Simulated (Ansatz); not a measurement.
```
atom    x (Å)    y (Å)    z (Å)
   N  -2.3154   2.8679   4.3399
   N  -1.8876   1.1805   2.1150
  Si  -1.2241   2.0095   3.3399
  Si  -1.7126   0.1531   0.7475
   H  -3.3219   2.8762   4.1945
   H  -2.0122   3.4211   5.1337
   H  -0.6046   0.5808  -0.1640
   H  -2.9842   0.1926  -0.0388
   H  -1.4596  -1.2732   1.1225
```

Geometry: B3LYP-D3(BJ)/def2-SVP.

Method: Ansatz 0.2.0, isolated molecule in a Gaussian basis; Kohn-Sham density functional theory, functional PBE0.

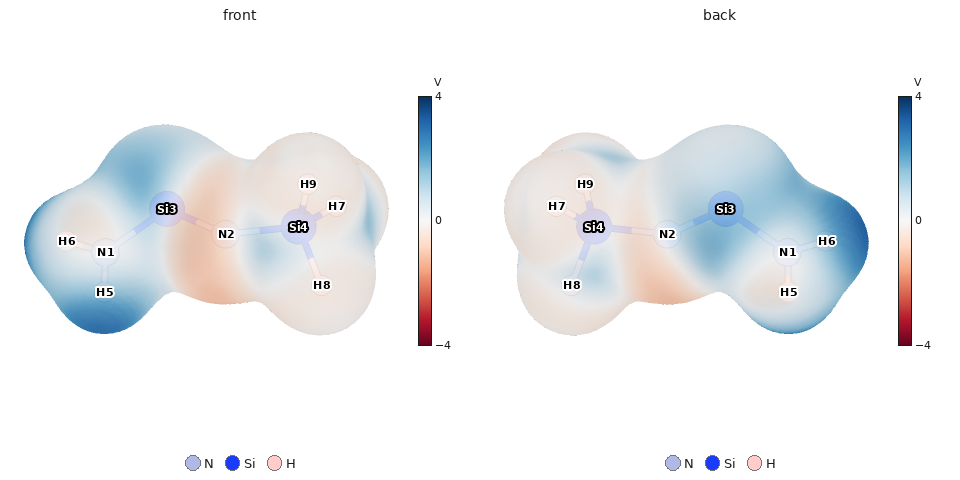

H$_{5}$N$_{2}$Si$_{2}$ (SMILES N/[Si]=N/[SiH3]) (doublet). The molecular electrostatic potential painted on the density surface at 0.004 e/bohr³, seen from the front and from behind; red is negative and blue positive.

Question: Which sites attract a positive test charge, and which a negative one?

Answer: A positive charge is drawn to the negative regions and a negative charge to the positive ones. The most negative region (about −1.1 V) lies over N2, the most positive (about +3.2 V) over H6. N2 is the likeliest acceptor of a hydrogen bond.

Question: How polar is the molecule by this calculation?

Answer: Its dipole moment is 3.48 D.
